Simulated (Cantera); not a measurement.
Charge: 1 mol SiC, 0.03 mol O2, a varied amount of H2, at 1898.15 K and 1.60e-6 bar.

Method: chemical equilibrium by Gibbs-energy minimisation in Cantera with the NASA 1993 tables (ideal gas, pure condensed phases). Candidate condensed phases: C, C6H6, C7H8, C8H18, H2O, Si, SiC, SiO2; 123 gas species. Kinetics and transport are ignored.

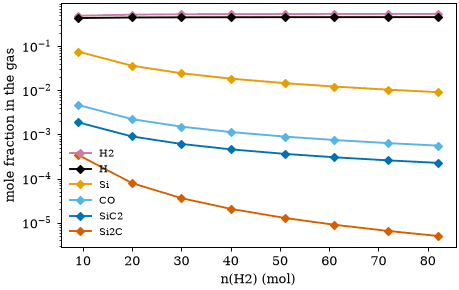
Equilibrium gas composition (values under 1e-9 drawn at 1e-9)

From 9.1 mol H2 to 82 mol H2 the condensed part is C(graphite). The main Si-bearing gas is Si throughout.
